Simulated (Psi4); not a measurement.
**Geometry relaxation of CH3NSn (part 2 of 4)**

CH3NSn, SMILES N#[C][SnH3]; BP86/def2-SVP, RKS, core potentials def2 (Psi4 1.11). The geometry comes from this level: PBE0-D4/def2-TZVP.

Geometry of the input (Å):
```
N  2.0570  -0.9247  1.3107
C  1.1496  -0.5181  0.7285
Sn -0.5139  0.2216  -0.3428
H  -0.1450  1.8301  -0.7314
H  -0.6637  -0.7637  -1.7143
H  -1.8419  0.0907  0.7030
```

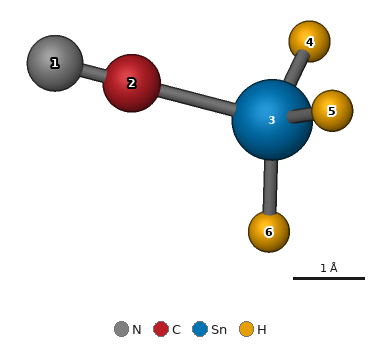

The structure as given in the input (ball-and-stick view, seen at a tilt; atoms are numbered from 1 in the order of the input). Sticks mark near contacts.

## The program's output, continued
```
       Center              X                  Y                   Z               Mass
    ------------   -----------------  -----------------  -----------------  -----------------
         N            2.238915009431    -0.998079258156     1.440010598268    14.003074004430
         C            1.315020670377    -0.584532003990     0.846978475730    12.000000000000
         SN          -0.374110914780     0.166623278226    -0.240725162819   119.902201630000
         H           -0.002424993420     1.801420531609    -0.637213823064     1.007825032230
         H           -0.529407680969    -0.832420039882    -1.635658021608     1.007825032230
         H           -1.725720177096     0.035205424639     0.819405591269     1.007825032230

  Running in c1 symmetry.

  Rotational constants: A =      2.03702  B =      0.09334  C =      0.09334 [cm^-1]
  Rotational constants: A =  61068.41067  B =   2798.38198  C =   2798.37494 [MHz]
  Nuclear repulsion =  102.650925785062654

  Charge       = 0
  Multiplicity = 1
  Electrons    = 38
  Nalpha       = 19
  Nbeta        = 19

  ==> Algorithm <==

  SCF Algorithm Type is DF.
  DIIS enabled.
  MOM disabled.
  Fractional occupation disabled.
  Guess Type is READ.
  Energy threshold   = 1.00e-08
  Density threshold  = 1.00e-08
  Integral threshold = 1.00e-12

   => Molecular Quadrature <=

    Radial Scheme          =       TREUTLER
    Pruning Scheme         =           NONE
    Nuclear Scheme         =       TREUTLER

    Blocking Scheme        =         OCTREE
    BS radius alpha        =              1
    Pruning alpha          =              1
    Radial Points          =             75
    Spherical Points       =            302
    Total Points           =         130386
    Total Blocks           =           1037
    Max Points             =            256
    Max Functions          =             69
    Weights Tolerance      =       1.00E-15

   => Loading Basis Set <=

    Name: DEF2-SVP
    Role: ORBITAL
    Keyword: BASIS

    !!!  WARNING: ECP capability is in beta. Please check occupations closely.  !!!

  Reading orbitals from file scr/output.default.17388.180.npy, no projection.

  ==> Integral Setup <==

  DFHelper Memory: AOs need 0.017 GiB; user supplied 0.904 GiB.
  SCF_SUBTYPE=INCORE selected. In-core MEM_DF algorithm will be used.
  Using in-core AOs.

  ==> MemDFJK: Density-Fitted J/K Matrices <==

    J tasked:                   Yes
    K tasked:                    No
    wK tasked:                   No
    Memory [MiB]:               926
    Algorithm:                 Core
    Schwarz Cutoff:           1E-12
    Mask sparsity (%):       0.5881
    Fitting Condition:        1E-10

   => Auxiliary Basis Set <=

  Basis Set: (DEF2-SVP AUX)
    Blend: DEF2-UNIVERSAL-JKFIT
    Number of shells: 114
    Number of basis functions: 424
    Number of Cartesian functions: 551
    Spherical Harmonics?: true
    Max angular momentum: 5

  Cached 100.0% of DFT collocation blocks in 0.213 [GiB].

  Minimum eigenvalue in the overlap matrix is 3.9278574420E-03.
  Reciprocal condition number of the overlap matrix is 9.6695918574E-04.
    Using symmetric orthogonalization.

  ==> Pre-Iterations <==

  SCF Guess: Orbitals guess was supplied from a previous computation.

   -------------------------------------------------------
    Irrep   Nso     Nmo     Nalpha   Nbeta   Ndocc  Nsocc
   -------------------------------------------------------
     A         69      69      19      19      19       0
   -------------------------------------------------------
    Total      69      69      19      19      19       0
   -------------------------------------------------------

  ==> Iterations <==

                           Total Energy        Delta E     RMS |[F,P]|

   @DF-RKS iter   0:  -308.91205302806418   -3.08912e+02   1.21194e-03
   @DF-RKS iter   1:  -308.95314646107909   -4.10934e-02   3.50888e-04 DIIS/ADIIS
   @DF-RKS iter   2:  -308.95265141322460    4.95048e-04   5.70640e-04 DIIS/ADIIS
   @DF-RKS iter   3:  -308.95338614253592   -7.34729e-04   3.10308e-04 DIIS/ADIIS
   @DF-RKS iter   4:  -308.95359465234066   -2.08510e-04   2.49413e-05 DIIS
   @DF-RKS iter   5:  -308.95359622133702   -1.56900e-06   1.10004e-05 DIIS
   @DF-RKS iter   6:  -308.95359653918501   -3.17848e-07   1.01810e-06 DIIS
   @DF-RKS iter   7:  -308.95359654239593   -3.21091e-09   1.64567e-07 DIIS
   @DF-RKS iter   8:  -308.95359654248171   -8.57767e-11   1.21168e-08 DIIS
   @DF-RKS iter   9:  -308.95359654248233   -6.25278e-13   2.33040e-09 DIIS
  Energy and wave function converged.

  ==> Post-Iterations <==

   Electrons on quadrature grid:
      Ntotal   =   38.0000049040 ; deviation = 4.904e-06

    Final Occupation by Irrep:
              A
    DOCC [    19 ]
    NA   [    19 ]
    NB   [    19 ]

  @DF-RKS Final Energy:  -308.95359654248233

   => Energetics <=

    Nuclear Repulsion Energy =            102.6509257850626540
    One-Electron Energy =                -706.9414063058519559
    Two-Electron Energy =                 326.7931508360924227
    DFT Exchange-Correlation Energy =     -31.4562668577854438
    Empirical Dispersion Energy =           0.0000000000000000
    VV10 Nonlocal Energy =                  0.0000000000000000
    Total Energy =                       -308.9535965424823303

Computation Completed

Properties will be evaluated at   0.000000,   0.000000,   0.000000 [a0]

Properties computed using the SCF density matrix

 Multipole Moments:

 ------------------------------------------------------------------------------------
     Multipole            Electronic (a.u.)      Nuclear  (a.u.)        Total (a.u.)
 ------------------------------------------------------------------------------------

 L = 1.  Multiply by 2.5417464519 to convert [e a0] to [Debye]
 Dipole X            :        -25.9591088           24.7072925           -1.2518163
 Dipole Y            :         11.5633923          -11.0054414            0.5579508
 Dipole Z            :        -16.7025926           15.8973687           -0.8052239
 Magnitude           :                                                    1.5895719

 ------------------------------------------------------------------------------------

	total time  =          1 seconds =       0.02 minutes

         ------------------------------------------------------------
                                   SCF GRAD
         ------------------------------------------------------------

  ==> Geometry <==

    Molecular point group: c1
    Full point group: C1

    Geometry (in Angstrom), charge = 0, multiplicity = 1:

       Center              X                  Y                   Z               Mass
    ------------   -----------------  -----------------  -----------------  -----------------
         N            2.238915009431    -0.998079258156     1.440010598268    14.003074004430
         C            1.315020670377    -0.584532003990     0.846978475730    12.000000000000
         SN          -0.374110914780     0.166623278226    -0.240725162819   119.902201630000
         H           -0.002424993420     1.801420531609    -0.637213823064     1.007825032230
         H           -0.529407680969    -0.832420039882    -1.635658021608     1.007825032230
         H           -1.725720177096     0.035205424639     0.819405591269     1.007825032230

  Nuclear repulsion =  102.650925785062654

   => Molecular Quadrature <=

    Radial Scheme          =       TREUTLER
    Pruning Scheme         =           NONE
    Nuclear Scheme         =       TREUTLER

    Blocking Scheme        =         OCTREE
    BS radius alpha        =              1
    Pruning alpha          =              1
    Radial Points          =             75
    Spherical Points       =            302
    Total Points           =         130386
    Total Blocks           =           1037
    Max Points             =            256
    Max Functions          =             69
    Weights Tolerance      =       1.00E-15

  -Total Gradient:
     Atom            X                  Y                   Z
    ------   -----------------  -----------------  -----------------
       1       -0.002843369746     0.001236159594    -0.001850399940
       2        0.004083857195    -0.001769681388     0.002658978408
       3        0.000035469476    -0.000022705717     0.000012988128
       4        0.000273962814     0.001529272870    -0.000413453935
       5       -0.000210098280    -0.000895327412    -0.001333574502
       6       -0.001321718901    -0.000088896070     0.000923054952

	total time  =          1 seconds =       0.02 minutes

    			-----------------------------------------

    			 OPTKING 3.0: for geometry optimizations

    			        with contributions from

    			-----------------------------------------

	                            ===> Fragment 1 <==

	 Z (Atomic Numbers)          Masses                          Geom
	       7.000000            14.003074          4.23093619 -1.88609645  2.72122565
	       6.000000            12.000000          2.48502892 -1.10460540  1.60055735
	      50.000000            119.902202        -0.70696717  0.31487236 -0.45490463
	       1.000000             1.007825         -0.00458257  3.40419144 -1.20415961
	       1.000000             1.007825         -1.00043553 -1.57304590 -3.09094570
	       1.000000             1.007825         -3.26113850  0.06652861  1.54845215

	 - Coordinate -           - BOHR/RAD -       - ANG/DEG -
	 R(1,2)           =         2.216939           1.173154
	 R(2,3)           =         4.053231           2.144877
	 R(3,4)           =         3.255552           1.722764
	 R(3,5)           =         3.255622           1.722801
	 R(3,6)           =         3.255596           1.722787
	 L(1,2,3)         =         3.138783         179.838992
	 l(1,2,3)         =         3.141593         180.000000
	 B(2,3,4)         =         1.853685         106.208355
	 B(2,3,5)         =         1.853040         106.171369
	 B(2,3,6)         =         1.853625         106.204906
	 B(4,3,5)         =         1.964255         112.543541
	 B(4,3,6)         =         1.964137         112.536740
	 B(5,3,6)         =         1.964154         112.537760

	        --- Internal Coordinate Step in ANG or DEG, aJ/ANG or AJ/DEG ---
	-------------------------------------------------------------------------------
	           Coordinate      Previous         Force          Change          New
	           ----------      --------        ------          ------        ------
	               R(1,2)       1.17315        0.02977        0.00191       1.17506
	               R(2,3)       2.14488       -0.01292       -0.00588       2.13899
	               R(3,4)       1.72276       -0.01323       -0.00683       1.71593
	               R(3,5)       1.72280       -0.01331       -0.00688       1.71592
	               R(3,6)       1.72279       -0.01331       -0.00688       1.71591
	             L(1,2,3)     179.83899        0.00001        0.02226     179.86125
	             l(1,2,3)     180.00000        0.00000        0.00075     180.00075
	             B(2,3,4)     106.20835       -0.00001       -0.05166     106.15670
	             B(2,3,5)     106.17137       -0.00001       -0.04801     106.12336
	             B(2,3,6)     106.20491       -0.00001       -0.05857     106.14634
	             B(4,3,5)     112.54354        0.00001        0.04555     112.58909
	             B(4,3,6)     112.53674        0.00001        0.04440     112.58114
	             B(5,3,6)     112.53776        0.00001        0.04753     112.58529
	-------------------------------------------------------------------------------

	                                 ==> Convergence Check <==

	Measures of convergence in internal coordinates in au.

	Criteria marked as inactive (o), active & met (*), and active & unmet ( ).

	----------------------------------------------------------------------------------------------
	   Step    Total Energy     Delta E     Max Force     RMS Force      Max Disp      RMS Disp
	----------------------------------------------------------------------------------------------
	  Convergence Criteria     1.00e-06 *    3.00e-04 *             o    1.20e-03 *             o
	----------------------------------------------------------------------------------------------
	     2    -308.95359654   -1.56e-03      3.61e-03      1.34e-03 o    1.30e-02      7.05e-03 o  ~
	----------------------------------------------------------------------------------------------

Next Geometry in Ang
	Fragment 1 (Ang)

	    N   2.2356889108  -0.9964948292   1.4381346483
	    C   1.3103184318  -0.5825894703   0.8438756826
	   Sn  -0.3741494525   0.1665990635  -0.2408248626
	    H  -0.0025346312   1.7947881963  -0.6349308194
	    H  -0.5277307338  -0.8291870772  -1.6297863120
	    H  -1.7193206116   0.0351020493   0.8163293208

    Structure for next step:
    Molecular point group: c1
    Full point group: C1

    Geometry (in Angstrom), charge = 0, multiplicity = 1:

    N            2.236348244143    -0.996757127315     1.438606945441
    C            1.310977765211    -0.582851768370     0.844347979734
    SN          -0.373490119071     0.166336765434    -0.240352565441
    H           -0.001875297783     1.794525898211    -0.634458522311
    H           -0.527071400393    -0.829449375302    -1.629314014826
    H           -1.718661278266     0.034839751144     0.816801617935

gradient() will perform analytic gradient computation.

  ==> Geometry <==

    Molecular point group: c1
    Full point group: C1

    Geometry (in Angstrom), charge = 0, multiplicity = 1:

       Center              X                  Y                   Z               Mass
    ------------   -----------------  -----------------  -----------------  -----------------
         N            2.236348244143    -0.996757127315     1.438606945441    14.003074004430
         C            1.310977765211    -0.582851768370     0.844347979734    12.000000000000
         SN          -0.373490119071     0.166336765434    -0.240352565441   119.902201630000
         H           -0.001875297783     1.794525898211    -0.634458522311     1.007825032230
         H           -0.527071400393    -0.829449375302    -1.629314014826     1.007825032230
         H           -1.718661278266     0.034839751144     0.816801617935     1.007825032230

  Running in c1 symmetry.

  Rotational constants: A =      2.05226  B =      0.09366  C =      0.09366 [cm^-1]
  Rotational constants: A =  61525.05876  B =   2807.74536  C =   2807.73760 [MHz]
  Nuclear repulsion =  102.839417157032202

  Charge       = 0
  Multiplicity = 1
  Electrons    = 38
  Nalpha       = 19
  Nbeta        = 19

   => Molecular Quadrature <=

    Radial Scheme          =       TREUTLER
    Pruning Scheme         =           NONE
    Nuclear Scheme         =       TREUTLER

    Blocking Scheme        =         OCTREE
    BS radius alpha        =              1
    Pruning alpha          =              1
    Radial Points          =             75
    Spherical Points       =            302
    Total Points           =         130363
    Total Blocks           =           1032
    Max Points             =            256
    Max Functions          =             69
    Weights Tolerance      =       1.00E-15

   => Auxiliary Basis Set <=

  Basis Set: (DEF2-SVP AUX)
    Blend: DEF2-UNIVERSAL-JKFIT
    Number of shells: 114
    Number of basis functions: 424
    Number of Cartesian functions: 551
    Spherical Harmonics?: true
    Max angular momentum: 5

  Cached 100.0% of DFT collocation blocks in 0.213 [GiB].

  Minimum eigenvalue in the overlap matrix is 3.9278537821E-03.
  Reciprocal condition number of the overlap matrix is 9.6410127008E-04.
    Using symmetric orthogonalization.

  ==> Iterations <==

                           Total Energy        Delta E     RMS |[F,P]|

   @DF-RKS iter   0:  -308.95813052941628   -3.08958e+02   1.79978e-04
   @DF-RKS iter   1:  -308.95361786808121    4.51266e-03   8.84023e-05 DIIS
   @DF-RKS iter   2:  -308.95340706272066    2.10805e-04   3.21997e-04 DIIS/ADIIS
   @DF-RKS iter   3:  -308.95363776570923   -2.30703e-04   2.63811e-05 DIIS
   @DF-RKS iter   4:  -308.95363991930577   -2.15360e-06   5.77792e-06 DIIS
   @DF-RKS iter   5:  -308.95364000731951   -8.80137e-08   8.26031e-07 DIIS
   @DF-RKS iter   6:  -308.95364000927384   -1.95433e-09   9.89017e-08 DIIS
   @DF-RKS iter   7:  -308.95364000930465   -3.08091e-11   1.78281e-08 DIIS
   @DF-RKS iter   8:  -308.95364000930590   -1.25056e-12   2.68712e-09 DIIS
  Energy and wave function converged.

  ==> Post-Iterations <==

   Electrons on quadrature grid:
      Ntotal   =   38.0000051670 ; deviation = 5.167e-06

    Final Occupation by Irrep:
              A
    DOCC [    19 ]
    NA   [    19 ]
    NB   [    19 ]

  @DF-RKS Final Energy:  -308.95364000930590

   => Energetics <=

    Nuclear Repulsion Energy =            102.8394171570322015
    One-Electron Energy =                -707.3179081478513126
    Two-Electron Energy =                 326.9841023532052304
    DFT Exchange-Correlation Energy =     -31.4592513716920834
    Empirical Dispersion Energy =           0.0000000000000000
    VV10 Nonlocal Energy =                  0.0000000000000000
    Total Energy =                       -308.9536400093059001

Computation Completed

Properties will be evaluated at   0.000000,   0.000000,   0.000000 [a0]

Properties computed using the SCF density matrix

 Multipole Moments:

 ------------------------------------------------------------------------------------
     Multipole            Electronic (a.u.)      Nuclear  (a.u.)        Total (a.u.)
 ------------------------------------------------------------------------------------
```
